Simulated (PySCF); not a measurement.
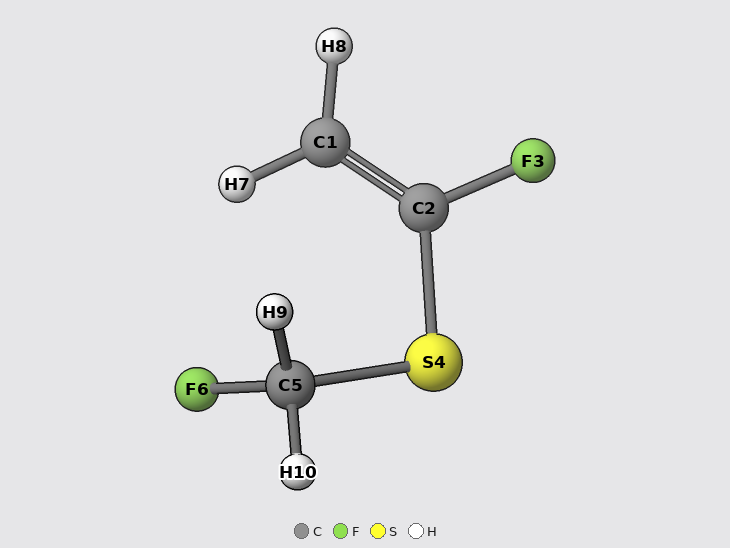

Computed geometry: PBE0-D3(BJ)/def2-SVP optimisation. No frequency run is at hand to confirm it as a minimum. Level of theory: delta-SCF UKS SCAN, pcX-2 on the ionised atom, pcseg-1 elsewhere, spin-free X2C (PySCF 2.14.0).

Give the core-electron binding energies (to vacuum; p and d levels without spin–orbit splitting) of C1 1s, C2 1s, F3 1s, S4 1s, S4 2p, C5 1s, F6 1s.

| atom | level | binding energy (eV) |
| --- | --- | --- |
| C1 | 1s | 290.4 |
| C2 | 1s | 293.6 |
| F3 | 1s | 693.4 |
| S4 | 1s | 2478.0 |
| S4 | 2p | 170.6 |
| C5 | 1s | 294.2 |
| F6 | 1s | 693.0 |
